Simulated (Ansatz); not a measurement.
**Si2NH7 (SMILES [SiH3]N[SiH3]) at wB97X/6-31G(d) (spherical functions)**

What is the vertical ionisation energy of Si2NH7 at wB97X/6-31G* (spherical functions)? 

Program for the calculation: Ansatz 0.2.0.

52 further runs of the same task are left out: 52 set aside as unsound or not needed.

**1. Starting point**

Si2NH7: 10 atoms, total charge 0, spin state singlet. SMILES: `[SiH3]N[SiH3]`. The coordinates come from a PBE0-D4/def2-TZVP relaxation.

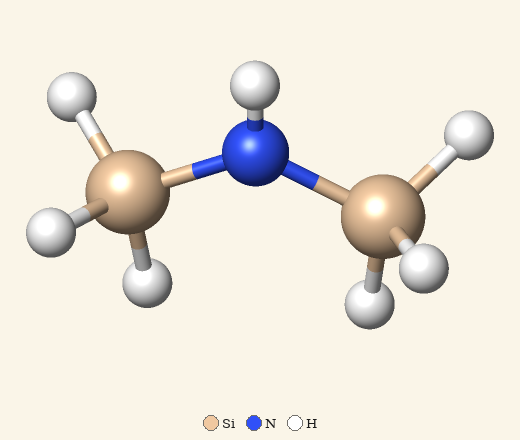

Viewed from a chosen angle; silicon light orange, nitrogen blue, hydrogen white.

**2. The energy at wB97X/6-31G(d) (spherical functions)**

in.yaml reads:

```yaml
crystal:
  periodic: [false, false, false]
  atoms:
    - symbol: Si
      position_ang: [-1.042800, 0.758390, -0.879990]
    - symbol: N
      position_ang: [0.119990, 0.500410, 0.368670]
    - symbol: Si
      position_ang: [0.995830, -0.935260, 0.755390]
    - symbol: H
      position_ang: [-1.373610, -0.567260, -1.458240]
    - symbol: H
      position_ang: [-0.532280, 1.645360, -1.962590]
    - symbol: H
      position_ang: [-2.274280, 1.393560, -0.336440]
    - symbol: H
      position_ang: [0.361990, 1.317290, 0.912940]
    - symbol: H
      position_ang: [0.403090, -2.042290, -0.034740]
    - symbol: H
      position_ang: [0.897240, -1.243020, 2.208320]
    - symbol: H
      position_ang: [2.444830, -0.827180, 0.426680]
basis:
  gaussian:
    orbitals: 6-31G_st_-spherical.json
hamiltonian:
  xc: {name: wB97X}
accuracy: high
output: {orbitals: {seedname: orbitals}}
```

The basis set 6-31G* is read from a file made from the Basis Set Exchange's data (not shown).

Launch:

```bash
$ ansatz run in.yaml --threads 1 --pin off --max-ram 3480MiB --events-out events.jsonl --progress --plain --runs-dir runs
```

The log of the run:

```text
Warning: RAYON_NUM_THREADS=1 ignored (pool sized by the plan → 1); use --threads N
Functional definition: wB97X
  name "wB97X"
  parameter omega = 0.3/bohr
  parameter cx = 0.157706
  parameter cx1 = 0.726479
  parameter cx2 = 1.04760
  parameter cx3 = -5.70635
  parameter cx4 = 13.2794
  parameter css1 = -4.33879
  parameter css2 = 18.2308
  parameter css3 = -31.7430
  parameter css4 = 17.2901
  parameter cos1 = 2.37031
  parameter cos2 = -11.3995
  parameter cos3 = 6.58405
  parameter cos4 = -3.78132
  exchange = spin_sum(e_x_unif_sr(omega)*poly(b97_u_x, 1 - cx, cx1, cx2, cx3, cx4)) + cx*exact_x_sr(omega)
      + exact_x_lr(omega)
  correlation = spin_sum(e_c_pw_same_spin*poly(b97_u_same, 1, css1, css2, css3, css4))
      + integral(e_c_pw_opposite_spin*poly(b97_u_opposite, 1, cos1, cos2, cos3, cos4))
1509 factors; integrals over basis functions are off by at most 3.5e-9 eV
381 factors; integrals over basis functions are off by at most 2.3e-9 eV
mean field evaluation 1: about -17354.6623 eV, gradient 4.1e1 eV
mean field evaluation 2: about -17354.5978 eV, gradient 4.1e1 eV
mean field evaluation 4: about -17358.0817 eV, gradient 2.7e-1 eV
mean field evaluation 8: about -17358.2257 eV, gradient 1.6e-2 eV
mean field evaluation 16: about -17358.2257 eV, gradient 4.5e-6 eV
mean field -17358.22567648 eV, -637.9030277825 hartree, gradient 2.2e-8 eV, S^2 0.000000; 0 other end points of the search recorded, 0 dependent functions left out
reference -17358.22567294 eV, -637.9030276526 hartree; 21, 21 occupied and 43, 43 virtual orbitals, 1509 factors
Total energy: -17358.22567294 eV, -637.9030276526 hartree
```

Wall time 11 s (1 thread of Intel Xeon 6975P-C (Granite Rapids), shared host); peak memory 0.43 GiB.

**3. The doublet cation at the same level**

job.yaml reads:

```yaml
basis:
  gaussian:
    orbitals: 6-31G_st_-spherical.json
crystal:
  periodic: [false, false, false]
  atoms:
    - symbol: Si
      position_ang: [-1.042800, 0.758390, -0.879990]
    - symbol: "N"
      position_ang: [0.119990, 0.500410, 0.368670]
    - symbol: Si
      position_ang: [0.995830, -0.935260, 0.755390]
    - symbol: H
      position_ang: [-1.373610, -0.567260, -1.458240]
    - symbol: H
      position_ang: [-0.532280, 1.645360, -1.962590]
    - symbol: H
      position_ang: [-2.274280, 1.393560, -0.336440]
    - symbol: H
      position_ang: [0.361990, 1.317290, 0.912940]
    - symbol: H
      position_ang: [0.403090, -2.042290, -0.034740]
    - symbol: H
      position_ang: [0.897240, -1.243020, 2.208320]
    - symbol: H
      position_ang: [2.444830, -0.827180, 0.426680]
total_charge: 1
magnetization:
  spin_polarized: true
  initial_magnetization: 1
hamiltonian:
  xc: {name: wB97X}
accuracy: high
output:
  orbitals: {seedname: orbitals}
```

The basis set 6-31G* is read from a file made from the Basis Set Exchange's data (not shown).

Launch:

```bash
$ ansatz run job.yaml --threads 1 --pin off --max-ram 3480MiB --events-out events.jsonl --progress --plain --runs-dir runs
```

The log of the run, cut to the lines that bear on the results:

```text
Warning: RAYON_NUM_THREADS=1 ignored (pool sized by the plan → 1); use --threads N
[... 2 set-up lines as earlier in the session ...]
[...]
      + exact_x_lr(omega)
[...]
      + integral(e_c_pw_opposite_spin*poly(b97_u_opposite, 1, cos1, cos2, cos3, cos4))
1509 factors; integrals over basis functions are off by at most 3.5e-9 eV
381 factors; integrals over basis functions are off by at most 2.3e-9 eV
[...]
mean field -17348.60914423 eV, -637.5496267407 hartree, gradient 6.0e-8 eV, S^2 0.758929; 0 other end points of the search recorded, 0 dependent functions left out
reference -17348.60914088 eV, -637.5496266177 hartree; 21, 20 occupied and 43, 44 virtual orbitals, 1509 factors
Total energy: -17348.60914088 eV, -637.5496266177 hartree
```

Run time: 24 s. Hardware: 1 thread of Intel Xeon 6975P-C (Granite Rapids), shared host; peak memory 0.75 GiB.

**4. Outcome**

Level: wB97X/6-31G* (spherical functions).

```
                                          quantity          value
                      singlet Si2NH7: total energy  -637.90303 Eh
                       singlet Si2NH7: HOMO energy       -9.66 eV
                       singlet Si2NH7: LUMO energy        2.50 eV
                     singlet Si2NH7: HOMO–LUMO gap       12.17 eV
                      doublet cation: total energy  -637.54963 Eh
doublet cation: HOMO energy (highest over α and β)      -17.13 eV
 doublet cation: LUMO energy (lowest over α and β)       -9.53 eV
                              doublet cation: ⟨S²⟩          0.759
vertical ionisation energy (to the doublet cation)       9.617 eV
```

What this shows: Removing an electron at fixed nuclei costs 9.62 eV (222 kcal/mol). −ε(HOMO) before ionisation, 9.66 eV, is 0.05 eV above this ionisation energy.
